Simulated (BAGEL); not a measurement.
# A workflow on singlet Si2H5O+

Wanted: a single-point energy (singlet Si2H5O+, HF/def2-SVP), then the energy (doublet Si2H5O, NEVPT2(3,2)/def2-SVP), then the energy (doublet Si2H5O, CASPT2(3,2)/def2-SVP) of H5OSi2. 

The results are computed with BAGEL 1.2.2.

3 further runs of the same task are left out: 3 set aside as unsound or not needed.

### 1 The system as given

Si2H5O+: 8 atoms, total charge +1, spin state singlet. SMILES of the parent species: `O[SiH][SiH3]`. The O1–H4 distance was set to 1.822 Å, away from the relaxed value. That shape belongs to the parent species and isn't relaxed for this state. At this shape a bond of the SMILES string is far longer than usual.

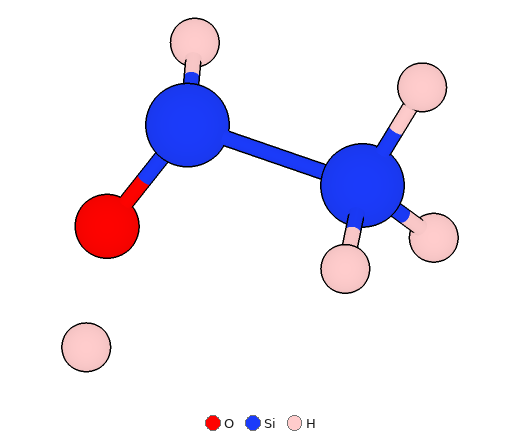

The structure, seen from a chosen angle (oxygen red, silicon blue, hydrogen pink).

### 2 The energy at HF/def2-SVP (density fitting with svp-jkfit) (run 1)

File input.json:

```json
{ "bagel": [

{
  "title": "molecule",
  "basis": "svp",
  "df_basis": "svp-jkfit",
  "angstrom": false,
  "geometry": [
    { "atom": "O", "xyz": [ -0.26411190,  2.35159598, -3.56256082 ] },
    { "atom": "Si", "xyz": [  1.66227491,  2.72122641, -1.12084570 ] },
    { "atom": "Si", "xyz": [  2.08519562, -0.88474898,  1.41630060 ] },
    { "atom": "H", "xyz": [ -3.41265641,  1.13081211, -2.89184789 ] },
    { "atom": "H", "xyz": [  4.09680908,  3.56839063, -2.25354754 ] },
    { "atom": "H", "xyz": [  3.74021776, -0.22825813,  3.59213126 ] },
    { "atom": "H", "xyz": [  3.16177259, -3.12634211,  0.09179156 ] },
    { "atom": "H", "xyz": [ -0.45535219, -1.59245142,  2.39895818 ] }
  ]
},
{ "title": "hf", "charge": 1 },
{ "title": "print", "file": "orbitals.molden", "orbitals": true }

]}
```

Started as:

```sh
$ BAGEL_NUM_THREADS=1 BAGEL input.json > input.out
```

The log of the run:

```text
* using 1 threads per process

  ===============================================================
  ===============================================================

  *** Geometry ***

  { "atom" : "O", "xyz" : [     -0.264112,      2.351596,     -3.562561 ] },
  { "atom" : "Si", "xyz" : [      1.662275,      2.721226,     -1.120846 ] },
  { "atom" : "Si", "xyz" : [      2.085196,     -0.884749,      1.416301 ] },
  { "atom" : "H", "xyz" : [     -3.412656,      1.130812,     -2.891848 ] },
  { "atom" : "H", "xyz" : [      4.096809,      3.568391,     -2.253548 ] },
  { "atom" : "H", "xyz" : [      3.740218,     -0.228258,      3.592131 ] },
  { "atom" : "H", "xyz" : [      3.161773,     -3.126342,      0.091792 ] },
  { "atom" : "H", "xyz" : [     -0.455352,     -1.592451,      2.398958 ] },

  Number of auxiliary basis functions:      423

  Since a DF basis is specified, we compute 2- and 3-index integrals:
    o Being stored without compression. Storage requirement is 0.019 GB

  Number of basis functions:       75
  Number of electrons      :       41

    * METHOD: MOLECULE                             0.16

  *** RHF ***

  === Nuclear Repulsion ===
   139.8475024377

      * DIIS with orbital gradients will be used.

  === RHF iteration (svp) ===
      0       -654.64499166          0.02320880           0.04
      1       -654.56122123          0.03038609           0.04
      2       -654.91610724          0.00214892           0.04
      3       -654.92031708          0.00071631           0.04
      4       -654.92090070          0.00025455           0.04
      5       -654.92101971          0.00010613           0.04
      6       -654.92104217          0.00003250           0.04
      7       -654.92104444          0.00001611           0.04
      8       -654.92104486          0.00000716           0.04
      9       -654.92104492          0.00000241           0.04
     10       -654.92104493          0.00000100           0.04
     11       -654.92104494          0.00000044           0.04
     12       -654.92104494          0.00000019           0.04
     13       -654.92104494          0.00000008           0.04
     14       -654.92104494          0.00000005           0.04
     15       -654.92104494          0.00000002           0.04
     16       -654.92104494          0.00000001           0.04
    * SCF iteration converged.

    * Permanent dipole moment:
           (    1.064730,    -0.558297,    -0.413333) a.u.

    * METHOD: HF                                   0.79

    * METHOD: PRINT                                0.01

  ===============================================================
```

Run time: 1.1 s. Hardware: 1 thread of Arm Neoverse V1, shared host; peak memory 0.15 GiB.

### 3 Doublet neutral Si2H5O: a single-point energy at NEVPT2(3,2)/def2-SVP (density fitting with svp-jkfit) (run 2)

File input.json:

```json
{ "bagel" : [

{
  "title" : "molecule",
  "basis" : "svp",
  "df_basis" : "svp-jkfit",
  "angstrom" : "false",
  "geometry" : [
    { "atom" : "O", "xyz" : [ -0.26411190,  2.35159598, -3.56256082 ] },
    { "atom" : "Si", "xyz" : [  1.66227491,  2.72122641, -1.12084570 ] },
    { "atom" : "Si", "xyz" : [  2.08519562, -0.88474898,  1.41630060 ] },
    { "atom" : "H", "xyz" : [ -3.41265641,  1.13081211, -2.89184789 ] },
    { "atom" : "H", "xyz" : [  4.09680908,  3.56839063, -2.25354754 ] },
    { "atom" : "H", "xyz" : [  3.74021776, -0.22825813,  3.59213126 ] },
    { "atom" : "H", "xyz" : [  3.16177259, -3.12634211,  0.09179156 ] },
    { "atom" : "H", "xyz" : [ -0.45535219, -1.59245142,  2.39895818 ] }
  ]
},
{
  "title" : "hf",
  "charge" : 1
},
{
  "title" : "casscf",
  "nstate" : 1,
  "nact" : 2,
  "nclosed" : 19,
  "nspin" : 1,
  "active" : [17, 21],
  "maxiter" : 200,
  "natocc" : "true"
},
{
  "title" : "nevpt2",
  "nstate" : 1,
  "nact" : 2,
  "nclosed" : 19,
  "nspin" : 1,
  "active" : [17, 21],
  "maxiter" : 200,
  "natocc" : "true",
  "ncore" : 11
},
{
  "title" : "print",
  "file" : "orbitals.molden",
  "orbitals" : "true"
}

]}
```

Started as:

```sh
$ BAGEL_NUM_THREADS=1 BAGEL input.json > input.out
```

The log of the run:

```text
* using 1 threads per process

  ===============================================================
  ===============================================================

  *** Geometry ***

  { "atom" : "O", "xyz" : [     -0.264112,      2.351596,     -3.562561 ] },
  { "atom" : "Si", "xyz" : [      1.662275,      2.721226,     -1.120846 ] },
  { "atom" : "Si", "xyz" : [      2.085196,     -0.884749,      1.416301 ] },
  { "atom" : "H", "xyz" : [     -3.412656,      1.130812,     -2.891848 ] },
  { "atom" : "H", "xyz" : [      4.096809,      3.568391,     -2.253548 ] },
  { "atom" : "H", "xyz" : [      3.740218,     -0.228258,      3.592131 ] },
  { "atom" : "H", "xyz" : [      3.161773,     -3.126342,      0.091792 ] },
  { "atom" : "H", "xyz" : [     -0.455352,     -1.592451,      2.398958 ] },

  Number of auxiliary basis functions:      423

  Since a DF basis is specified, we compute 2- and 3-index integrals:
    o Being stored without compression. Storage requirement is 0.019 GB

  Number of basis functions:       75
  Number of electrons      :       41

    * METHOD: MOLECULE                             0.16

  *** RHF ***

  === Nuclear Repulsion ===
   139.8475024377

      * DIIS with orbital gradients will be used.

  === RHF iteration (svp) ===
      0       -654.64499166          0.02320880           0.04
      1       -654.56122123          0.03038609           0.04
      2       -654.91610724          0.00214892           0.04
      3       -654.92031708          0.00071631           0.04
      4       -654.92090070          0.00025455           0.04
      5       -654.92101971          0.00010613           0.04
      6       -654.92104217          0.00003250           0.04
      7       -654.92104444          0.00001611           0.04
      8       -654.92104486          0.00000716           0.04
      9       -654.92104492          0.00000241           0.04
     10       -654.92104493          0.00000100           0.04
     11       -654.92104494          0.00000044           0.04
     12       -654.92104494          0.00000019           0.04
     13       -654.92104494          0.00000008           0.04
     14       -654.92104494          0.00000005           0.04
     15       -654.92104494          0.00000002           0.04
     16       -654.92104494          0.00000001           0.04
    * SCF iteration converged.

    * Permanent dipole moment:
           (    1.064730,    -0.558297,    -0.413333) a.u.

    * METHOD: HF                                   0.79

  ---------------------------
      CASSCF calculation
  ---------------------------

    ==== Active orbitals : =====
         Orbital 17
         Orbital 21
    ============================

    * nstate   :      1
    * nclosed  :     19
    * nact     :      2
    * nvirt    :     54
  === CASSCF iteration (svp) ===

    * Using the second-order algorithm

      0  0      -655.15411093     1.26e-02      0.01

      1  0      -655.16965127     1.37e-02      0.25

      2  0      -655.21266840     1.69e-03      0.24

      3  0      -655.21403682     5.61e-04      0.25

      4  0      -655.21404255     2.00e-04      0.25

      5  0      -655.21404266     2.32e-05      0.26

      6  0      -655.21404254     2.70e-04      0.21

      7  0      -655.21404270     4.06e-06      0.53

      8  0      -655.21404270     4.99e-06      0.13

      9  0      -655.21404270     1.17e-05      0.18

     10  0      -655.21404270     9.34e-07      0.19

     11  0      -655.21404270     7.87e-07      0.15

     12  0      -655.21404270     6.77e-07      0.13

     13  0      -655.21404270     5.46e-07      0.14
[... 9 lines of this table left out ...]
     18  0      -655.21404270     4.52e-07      0.14

     19  0      -655.21404270     1.78e-06      0.14

     20  0      -655.21404270     7.94e-07      0.13

     21  0      -655.21404270     1.10e-06      0.15

     22  0      -655.21404270     2.43e-07      0.13

     23  0      -655.21404270     1.01e-06      0.14

     24  0      -655.21404270     2.95e-07      0.13
[... 283 further lines ...]
    166  0      -655.21404270     2.26e-08      0.13

    167  0      -655.21404270     6.75e-08      0.14

    168  0      -655.21404270     2.21e-08      0.13

    169  0      -655.21404270     4.31e-08      0.14

    170  0      -655.21404270     2.06e-08      0.13

    171  0      -655.21404270     3.66e-08      0.14

    172  0      -655.21404270     1.70e-08      0.14

    173  0      -655.21404270     8.83e-08      0.14

    174  0      -655.21404270     1.85e-08      0.14

    175  0      -655.21404270     4.88e-08      0.14

    176  0      -655.21404270     2.26e-08      0.13

    177  0      -655.21404270     3.72e-08      0.14

    178  0      -655.21404270     2.53e-08      0.13

    179  0      -655.21404270     2.18e-08      0.14
[... 27 lines of this table left out ...]
    193  0      -655.21404270     1.81e-08      0.14

    194  0      -655.21404270     2.47e-08      0.13

    195  0      -655.21404270     1.87e-08      0.14

    196  0      -655.21404270     2.34e-08      0.14

    197  0      -655.21404270     1.81e-08      0.14

    198  0      -655.21404270     2.51e-08      0.14

    199  0      -655.21404270     1.84e-08      0.14

  ERROR: EXCEPTION RAISED:  Max iteration reached during the second-order optimization.
```

Wall time 30 s (1 thread of Arm Neoverse V1, shared host); peak memory 0.15 GiB.

The iterations ended before the threshold was met.

### 4 Doublet neutral Si2H5O: a single-point energy at CASPT2(3,2)/def2-SVP (density fitting with svp-jkfit) (run 3)

input.json, as its differences from that of step 3:

```diff
@@ -6,3 +6,3 @@
   "df_basis" : "svp-jkfit",
-  "angstrom" : "false",
+  "angstrom" : false,
   "geometry" : [
@@ -30,14 +30,3 @@
   "maxiter" : 200,
-  "natocc" : "true"
-},
-{
-  "title" : "nevpt2",
-  "nstate" : 1,
-  "nact" : 2,
-  "nclosed" : 19,
-  "nspin" : 1,
-  "active" : [17, 21],
-  "maxiter" : 200,
-  "natocc" : "true",
-  "ncore" : 11
+  "natocc" : true
 },
@@ -46,3 +35,13 @@
   "file" : "orbitals.molden",
-  "orbitals" : "true"
+  "orbitals" : true
+},
+{
+  "title" : "smith",
+  "method" : "caspt2",
+  "ms" : true,
+  "xms" : true,
+  "sssr" : true,
+  "shift" : 0.2,
+  "shift_imag" : true,
+  "ncore" : 11
 }
```

Started as:

```sh
$ BAGEL_NUM_THREADS=1 BAGEL input.json > input.out
```

The log of the run:

```text
* using 1 threads per process

  ===============================================================
  ===============================================================

  *** Geometry ***

  { "atom" : "O", "xyz" : [     -0.264112,      2.351596,     -3.562561 ] },
  { "atom" : "Si", "xyz" : [      1.662275,      2.721226,     -1.120846 ] },
  { "atom" : "Si", "xyz" : [      2.085196,     -0.884749,      1.416301 ] },
  { "atom" : "H", "xyz" : [     -3.412656,      1.130812,     -2.891848 ] },
  { "atom" : "H", "xyz" : [      4.096809,      3.568391,     -2.253548 ] },
  { "atom" : "H", "xyz" : [      3.740218,     -0.228258,      3.592131 ] },
  { "atom" : "H", "xyz" : [      3.161773,     -3.126342,      0.091792 ] },
  { "atom" : "H", "xyz" : [     -0.455352,     -1.592451,      2.398958 ] },

  Number of auxiliary basis functions:      423

  Since a DF basis is specified, we compute 2- and 3-index integrals:
    o Being stored without compression. Storage requirement is 0.019 GB

  Number of basis functions:       75
  Number of electrons      :       41

    * METHOD: MOLECULE                             0.16

  *** RHF ***

  === Nuclear Repulsion ===
   139.8475024377

      * DIIS with orbital gradients will be used.

  === RHF iteration (svp) ===
      0       -654.64499166          0.02320880           0.04
      1       -654.56122123          0.03038609           0.04
      2       -654.91610724          0.00214892           0.04
      3       -654.92031708          0.00071631           0.04
      4       -654.92090070          0.00025455           0.04
      5       -654.92101971          0.00010613           0.04
      6       -654.92104217          0.00003250           0.04
      7       -654.92104444          0.00001611           0.04
      8       -654.92104486          0.00000716           0.04
      9       -654.92104492          0.00000241           0.04
     10       -654.92104493          0.00000100           0.04
     11       -654.92104494          0.00000044           0.04
     12       -654.92104494          0.00000019           0.04
     13       -654.92104494          0.00000008           0.04
     14       -654.92104494          0.00000005           0.04
     15       -654.92104494          0.00000002           0.04
     16       -654.92104494          0.00000001           0.04
    * SCF iteration converged.

    * Permanent dipole moment:
           (    1.064730,    -0.558297,    -0.413333) a.u.

    * METHOD: HF                                   0.79

  ---------------------------
      CASSCF calculation
  ---------------------------

    ==== Active orbitals : =====
         Orbital 17
         Orbital 21
    ============================

    * nstate   :      1
    * nclosed  :     19
    * nact     :      2
    * nvirt    :     54
  === CASSCF iteration (svp) ===

    * Using the second-order algorithm

      0  0      -655.15411093     1.26e-02      0.01

      1  0      -655.16965127     1.37e-02      0.25

      2  0      -655.21266840     1.69e-03      0.24

      3  0      -655.21403682     5.61e-04      0.25

      4  0      -655.21404255     2.00e-04      0.26

      5  0      -655.21404266     2.32e-05      0.26

      6  0      -655.21404254     2.70e-04      0.22

      7  0      -655.21404270     4.06e-06      0.54

      8  0      -655.21404270     4.99e-06      0.14

      9  0      -655.21404270     1.17e-05      0.18

     10  0      -655.21404270     9.34e-07      0.19

     11  0      -655.21404270     7.87e-07      0.15

     12  0      -655.21404270     6.77e-07      0.14

     13  0      -655.21404270     5.46e-07      0.14
[... 9 lines of this table left out ...]
     18  0      -655.21404270     4.52e-07      0.14

     19  0      -655.21404270     1.78e-06      0.14

     20  0      -655.21404270     7.94e-07      0.14

     21  0      -655.21404270     1.10e-06      0.16

     22  0      -655.21404270     2.43e-07      0.14

     23  0      -655.21404270     1.01e-06      0.14

     24  0      -655.21404270     2.95e-07      0.13
[... 283 further lines ...]
    166  0      -655.21404270     2.26e-08      0.14

    167  0      -655.21404270     6.75e-08      0.14

    168  0      -655.21404270     2.21e-08      0.14

    169  0      -655.21404270     4.31e-08      0.14

    170  0      -655.21404270     2.06e-08      0.14

    171  0      -655.21404270     3.66e-08      0.14

    172  0      -655.21404270     1.70e-08      0.13

    173  0      -655.21404270     8.83e-08      0.14

    174  0      -655.21404270     1.85e-08      0.14

    175  0      -655.21404270     4.88e-08      0.14

    176  0      -655.21404270     2.26e-08      0.14

    177  0      -655.21404270     3.72e-08      0.14

    178  0      -655.21404270     2.53e-08      0.14

    179  0      -655.21404270     2.18e-08      0.14
[... 27 lines of this table left out ...]
    193  0      -655.21404270     1.81e-08      0.14

    194  0      -655.21404270     2.47e-08      0.13

    195  0      -655.21404270     1.87e-08      0.14

    196  0      -655.21404270     2.34e-08      0.14

    197  0      -655.21404270     1.81e-08      0.14

    198  0      -655.21404270     2.51e-08      0.14

    199  0      -655.21404270     1.84e-08      0.14

  ERROR: EXCEPTION RAISED:  Max iteration reached during the second-order optimization.
```

Wall time 30 s (1 thread of Arm Neoverse V1, shared host); peak memory 0.15 GiB.

The iterations ended before the threshold was met.

### 5 Outcome

| quantity | value |
| --- | --- |
| run 1, HF/def2-SVP: total energy | -654.92104 Eh |
| run 1, HF/def2-SVP: HOMO energy | -16.68 eV |
| run 1, HF/def2-SVP: LUMO energy | -6.29 eV |
| run 1, HF/def2-SVP: HOMO–LUMO gap | 10.39 eV |
| doublet neutral Si2H5O, run 2 | no result (not converged) |
| doublet neutral Si2H5O, run 3 | no result (not converged) |

2 of the 3 runs did not end normally.
